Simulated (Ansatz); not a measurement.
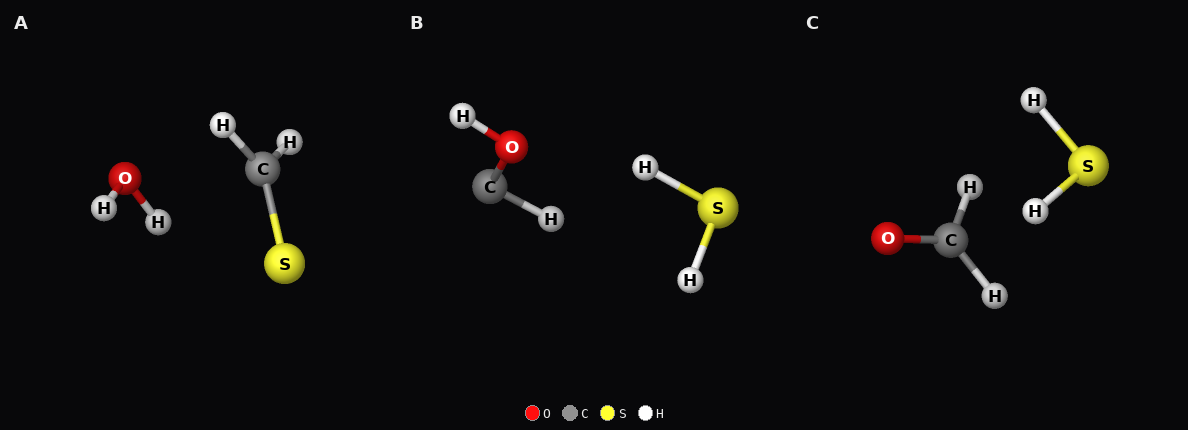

3 stationary structures of one formula. Geometries: PBE-D4/def2-SVP. Electronic energies: PBE-D4/def2-SVP (Ansatz 0.2.0), without zero-point energy. No frequency run is at hand to confirm each as a minimum. Each is one conformer, not always the lowest.

**Which structure is the most stable?**

C is lowest; A lies 7.2 kcal/mol above it (Cs), B lies 55.8 kcal/mol above it (C1).
